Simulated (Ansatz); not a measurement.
## Electronic structure of CH4AlClGaN in real space

```xyz
9

C    -1.0793   -1.6262   -0.5287
Ga   -0.2071    0.1223   -0.3815
N     0.9746    0.7684    0.9692
Al    0.9068    2.1731   -0.0969
Cl    1.7654    4.0881   -0.1020
H    -0.4915   -2.2724   -1.1849
H    -1.1442   -2.0943    0.4555
H    -2.0808   -1.5325   -0.9502
H     1.3561    0.3734    1.8194
```

Geometry: PBE0-D4/def2-TZVP.

The calculation used Ansatz 0.2.0, RKS PBE0-D4/def2-TZVPP.

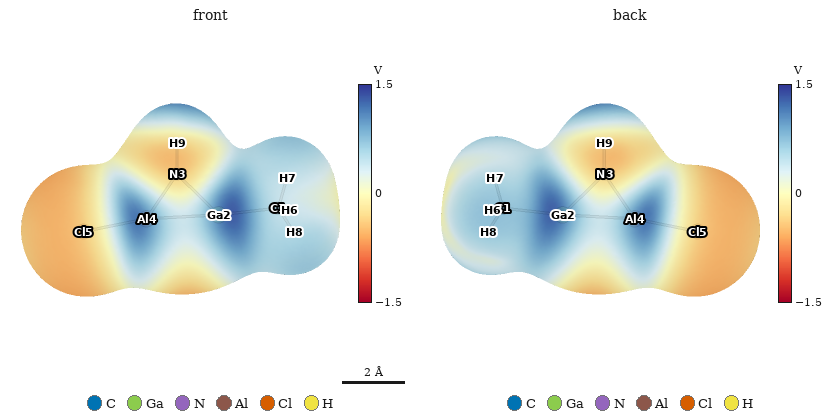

Figure 1. The electrostatic potential painted on the density surface at 0.001 e/bohr³, seen from the front and from behind; the colour scale runs from red (negative) to blue (positive).

### Describe the electrostatic potential map.

The most negative region (about −0.6 V, or −14 kcal/mol for a unit charge) lies over Cl5, the most positive (about +1.3 V, or +30 kcal/mol for a unit charge) over Ga2.

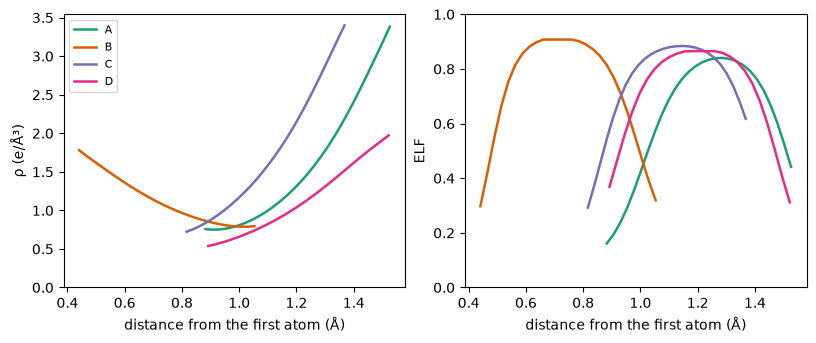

Figure 2. Total electron density and ELF along straight lines between neighbouring atoms. The curves leave out the atomic cores.

### Which curve belongs to which contact (Al–Cl, Al–N, C–Ga and Ga–N)? The first atom named is at distance zero.

Curve A: Ga–N (1.91 Å): ρ is about 0.76 e/Å³ halfway; the ELF peaks at about 0.85 in the valence shell of N, 0.6 Å from its nucleus, and is about 0.30 at the midpoint. Curve B: C–Ga (1.96 Å): the density is about 0.79 e/Å³ at the midpoint; the ELF peaks at about 0.90 in the valence shell of C, 0.7 Å from its nucleus, and is about 0.55 at the midpoint. Curve C: Al–N (1.76 Å): the density is about 0.84 e/Å³ at the midpoint; the ELF peaks at about 0.90 in the valence shell of N, 0.6 Å from its nucleus, and is about 0.55 at the midpoint. Curve D: Al–Cl (2.10 Å): the density is about 0.73 e/Å³ at the midpoint; the ELF peaks at about 0.85 in the valence shell of Cl, 0.9 Å from its nucleus, and is about 0.80 at the midpoint.

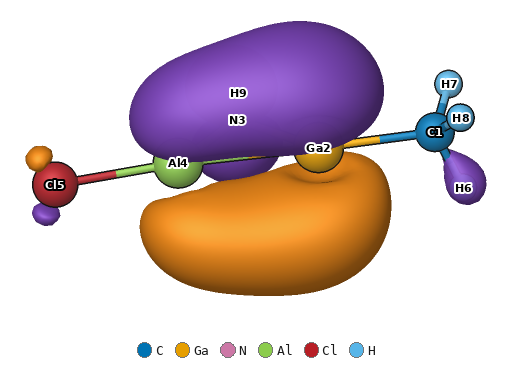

Figure 3. The LUMO at ±0.1 Å⁻³ᐟ² (orange and purple are the two phases), seen at an oblique angle.

### What is the character of this orbital?

Its weight (Hirshfeld) is mainly on Ga2 (about 45 %), Al4 (about 30 %) and N3 (about 15 %); π-bonding across Ga2–Al4. Its energy is −1.18 eV.
